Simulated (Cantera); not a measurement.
Input: 1 mol Pb, 0.23 mol CO, a varied amount of H2, equilibrated at 1873.15 K and 0.555 Torr.

Equilibrium computed with Cantera from the NASA thermochemical tables; the gas is ideal and each condensed phase is pure. Candidate condensed phases: C, C6H6, C7H8, C8H18, H2O, Pb, PbO, PbO2, Pb3O4; 113 gas species. Rates play no part.

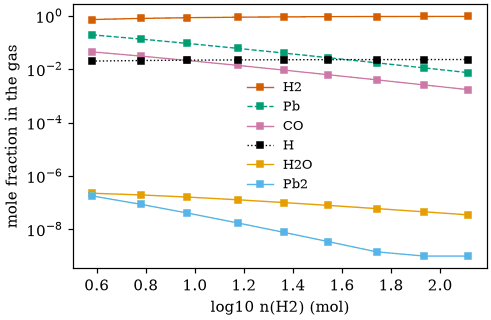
Figure: Equilibrium gas composition (values under 1e-9 drawn at 1e-9)

### Question
Read off the mole fractions at 130 mol H2.

### Answer
H2 about 0.97, H about 0.023, Pb about 0.0075, CO about 0.0017, H2O about 3.5e-8.
